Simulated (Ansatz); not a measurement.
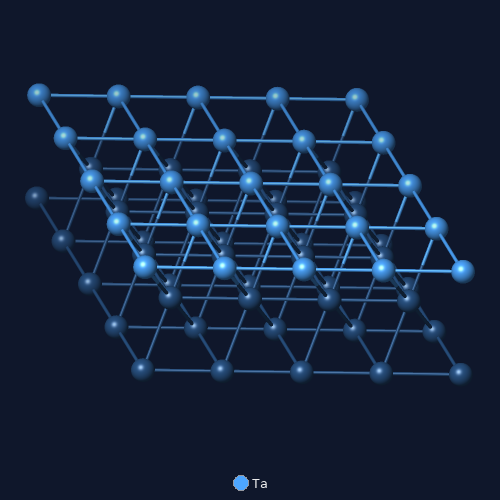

The system is H on a Ta(110) slab cut from the Im-3m phase, its upper half relaxed before the scan (12 atoms of substrate and one adsorbate in a 2 × 2 cell); the picture shows it without the atoms that are moved over the map. H is moved over the surface cell; relaxed at each place: the height of the adsorbate's atoms; substrate rigid; the origin of the map has the adsorbate above Ta9. Places are given modulo a cell vector. The map is drawn in real space over the plane of the surface. The grid has 6 × 6 points; 13 points were computed and 23 follow by symmetry. Places are given in fractions of the 1 × 1 surface cell. Energies are in eV, from the lowest grid point. Level of theory: DFT PBE, scalar-relativistic, plane waves, PAW (Ansatz). Settings: cutoff 420 eV, k-mesh 5×5×1, gaussian smearing 0.1 eV, no spin polarisation.

Range: position of H13 along the first surface vector from 0.000 to 0.833; position of H13 along the second surface vector from 0.000 to 0.833.

Predict the map.

The lowest grid point is at (2/6, 4/6) of the cell vectors [nearest 1 Ta at 1.91 Å]; the map holds 2 wells of about this depth. The bottom of the well lies between grid points, at about (0.36, 0.64) of the cell vectors, about 0.053 eV lower on the interpolated surface. The highest grid point, the top site over a surface Ta atom, (0/6, 0/6) of the cell vectors, lies 1.21 eV above the lowest. On the interpolated surface the easiest way out of the lowest well to a well of about the same depth near (4/6, 2/6) of the cell vectors [nearest 1 Ta at 1.91 Å] passes a barrier of about 0.14 eV, counted from the interpolated bottom of the well. At the lowest point the adsorbate has 1 Ta at 1.91 Å as nearest neighbours, at the highest 1 Ta at 1.85 Å. Its relaxed height above the top atom is 1.10 Å at the lowest and 1.85 Å at the highest point.

| second ↓, first → | 0/6 | 1/6 | 2/6 | 3/6 | 4/6 | 5/6 |
| --- | --- | --- | --- | --- | --- | --- |
| 5/6 | 1.08 | 0.87 | 0.39 | 0.23 | 0.76 | 1.06 |
| 4/6 | 0.68 | 0.39 | 0.00 | 0.17 | 0.61 | 0.76 |
| 3/6 | 0.22 | 0.23 | 0.17 | 0.09 | 0.17 | 0.23 |
| 2/6 | 0.68 | 0.76 | 0.61 | 0.17 | 0.00 | 0.39 |
| 1/6 | 1.08 | 1.06 | 0.76 | 0.23 | 0.39 | 0.87 |
| 0/6 | 1.21 | 1.08 | 0.68 | 0.22 | 0.68 | 1.08 |

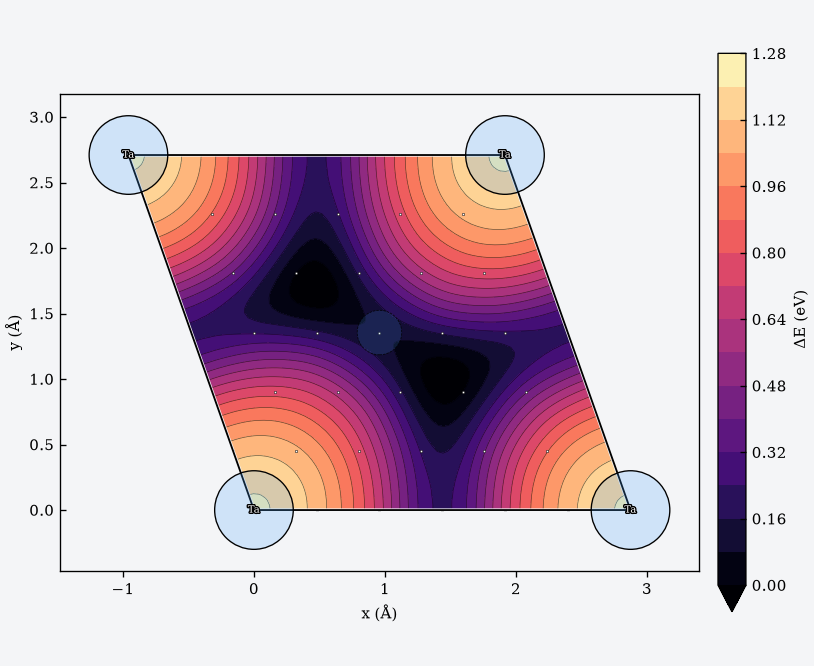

The picture shows filled contours, dots at the grid points, labelled circles for the atoms of the top layer and small ones for the second layer, the outline of one cell of the plane. Between grid points the surface is interpolated.

Each point was launched as `ansatz run input.yaml --threads 4 --pin off --max-ram 12288MiB --backend cpu --events-out ev --progress --plain --runs-dir out`. Time for the 13 points that were run: 25 min on 4 threads of Arm Neoverse N1, with other jobs on the host.

PAW datasets: the set soft_1.
